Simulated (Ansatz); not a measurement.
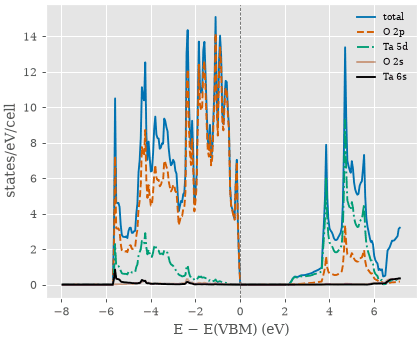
*Total and projected density of states of SrLi2Ta2O7 in space group I4/mmm (No. 139; Pearson symbol tI24), PBEsol (plane waves, PAW; program Ansatz)*

Question: Which orbitals carry the states next to the gap?

Answer: Top 1 eV of the valence band: O 2p 96 %. Bottom 1 eV of the conduction band: Ta 5d 89 %, O 2p 9 %. Projections are on Löwdin-orthogonalised atomic valence shells; empty p or d shells of many metals are not among them.

Question: Where is the tallest occupied peak in this window, and what makes it?

Answer: Near -1.1 eV, about 15 states/eV per cell; the largest projected share is O 2p.

The workflow started from a Materials Project entry (that database holds measured and hypothetical structures alike); the Crystallography Open Database files this formula in space group No. 139, but the cells were not matched. Its standing as an ambient phase is unchecked. Symmetry was held in the PBEsol relaxation; whether a distortion lowers the energy is not shown. No spin polarisation was allowed. Spin–orbit coupling is left out wherever it is not named.

Potentials: the later of the program's two PAW sets.
